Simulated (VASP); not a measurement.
Energy against volume of CuI (zinc blende). Method: PBE0 hybrid, VASP's PBE PAW potentials (set 64) (plane waves; VASP).

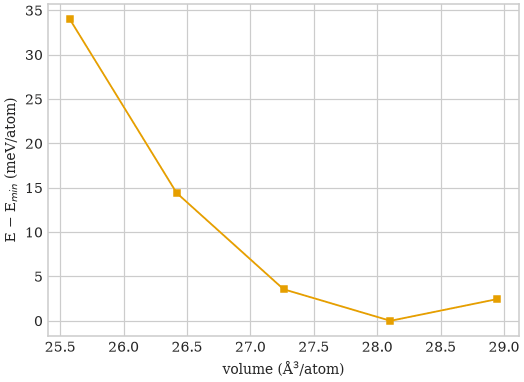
Fig. 1. Energy against volume

Problem. Estimate the equilibrium volume and the bulk modulus.

Solution. The minimum lies near 28.2 Å³/atom, and the curvature gives B0 of about 38 GPa.

The compound is CuI in the zinc blende structure. It was relaxed first. The cell's shape comes from a PBE relaxation.
